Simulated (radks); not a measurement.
System: the Mo²⁺ ion, configuration [Kr] 4d4. Level of theory: scalar-relativistic Kohn-Sham, PBE, spin-unpolarised, spherical densities, finite nucleus. Computed with the in-house radial solver radks.

```
Z 42
configuration [Kr] 4d4 5s0 5p0 4f0
relativity scalar-relativistic
functional pbe,pbe
spin unpolarised
nucleus finite rms 4.4091 fm
c 137.035999084
```

Wanted: the number of electrons inside radius r (solid) and the radial density 4πr²ρ (dashed).

The count levels off at 40 electrons. Half of them lie within 0.410 bohr, 90 % within 1.50 bohr and 99 % within 2.77 bohr. The radial density has minima at 0.0495, 0.219 and 0.846 bohr, where the count stands at 2.0, 11.1 and 29.3; these part the shells that the density resolves.

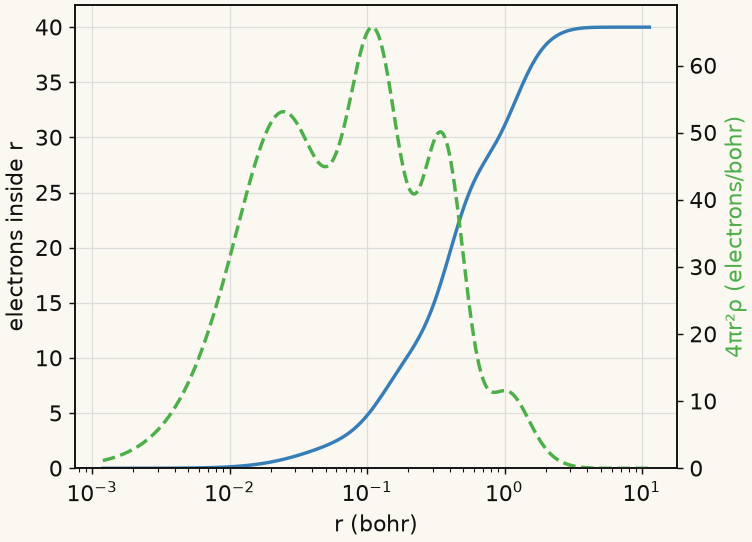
